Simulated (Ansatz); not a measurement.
```xyz
10

Si   -1.2489    1.4416    0.5213
Si    1.2945   -1.4407   -0.4981
F    -2.5045    2.4099    0.5587
F    -1.5840    0.2625   -0.4887
H    -0.0945    2.1948   -0.0012
H     1.1828   -0.3835    0.5433
H    -1.0606    0.8700    1.8670
H     0.2321   -2.4527   -0.2846
H     1.1537   -0.8221   -1.8386
H     2.6295   -2.0799   -0.3791
```

The product side of a reaction path; geometry: PBE0-D4/def2-TZVP; a saddle point, not a minimum.

All numbers below come from RKS PBE0-D4/def2-TZVPP (Ansatz 0.2.0).

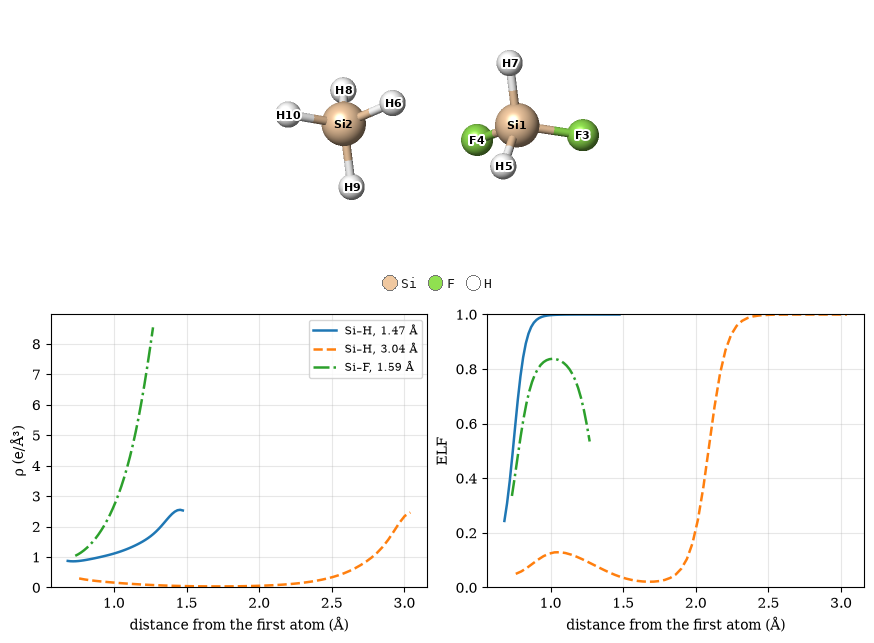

F₂H₂Si···SiH₄. Total electron density and electron localisation function along straight lines between neighbouring atoms. The curves leave out the atomic cores. The structure is drawn too.

Compare the contacts.

Si–H (1.47 Å): ρ at the midpoint is about 0.86 e/Å³; the ELF climbs to about 1 towards the hydrogen, as it does in any bond to H.
Si1···H6 (3.04 Å): the density falls to about 0.04 e/Å³ on the way; the ELF dips to about 0 between them: a weak contact between the two molecules.
Si–F (1.59 Å): the density is about 1.2 e/Å³ at the midpoint; the ELF peaks at about 0.85 in the valence shell of F, 0.6 Å from its nucleus, and is about 0.55 at the midpoint.
